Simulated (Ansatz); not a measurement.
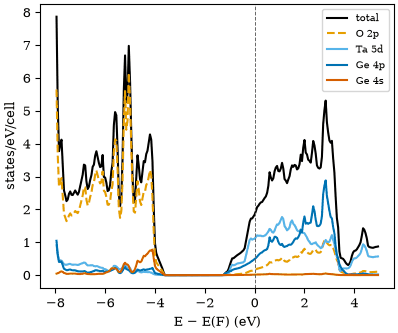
Figure. Total and projected density of states of TaGeO3 in space group P4mm (No. 99; Ta on 1b, Ge on 1a, O on 2c, O on 1b), the program Ansatz at the r²SCAN level (PAW)

**Question.** Which orbitals carry the states next to the Fermi level?

**Answer.** Within 0.5 eV of the Fermi level: Ta 5d 57 %, Ge 4p 29 %, O 2p 9 %. Projections are on Löwdin-orthogonalised atomic valence shells; empty p or d shells of many metals are not among them.

The start of the workflow was typed in or built on a structure type; neither database checked (COD, Materials Project) lists it. Its standing as an ambient phase is unchecked. The r²SCAN relaxation kept the symmetry of its start; whether a distortion lowers the energy is not shown. No spin polarisation was allowed. With an odd number of electrons in the cell and no spin polarisation, the count alone makes it a metal. Scalar-relativistic: spin–orbit coupling is off unless named, which matters more the heavier the elements.

Potentials: the later of the program's two PAW sets.
